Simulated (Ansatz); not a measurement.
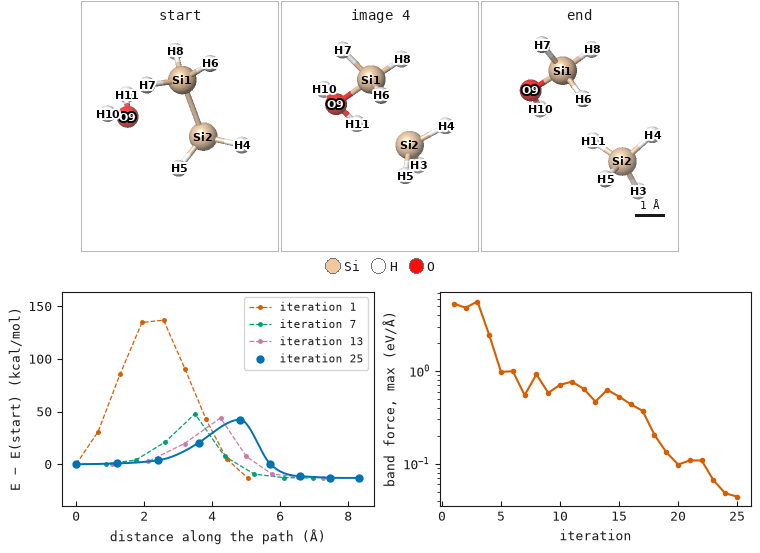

NEB run on Si$_{2}$H$_{8}$O, made up at the start of Si$_{2}$H$_{6}$ and H$_{2}$O. Images are numbered from 0 (start) to 8 (end). The plot follows the band through its iterations. The picture is a ball-and-stick view, seen at a tilt.

Method: Ansatz 0.2.0, RKS PBE0-D4/6-31G*. Settings: 7 movable images; climbing image; force threshold 0.05 eV/Å; iteration limit 60; starting path by straight interpolation.

### How did the profile develop, and is the result final?

The run is converged, with reservations. The band converged in 25 iterations. The largest component of the band force went from 5.3 to 0.044 eV/Å. The climbing image converged on the top of the path. Its curvatures weren't checked. The straight starting path can push atoms close together and costs iterations. The first iteration put the highest image at 136.8 kcal/mol. The highest point, image 4, lies 42.3 kcal/mol above the start and 55.3 kcal/mol above the end; the end is at −13.0 kcal/mol relative to the start.

Limits of the set-up: the start holds two separate molecules, 2.7 Å apart at their closest, whose relative position is a soft coordinate.
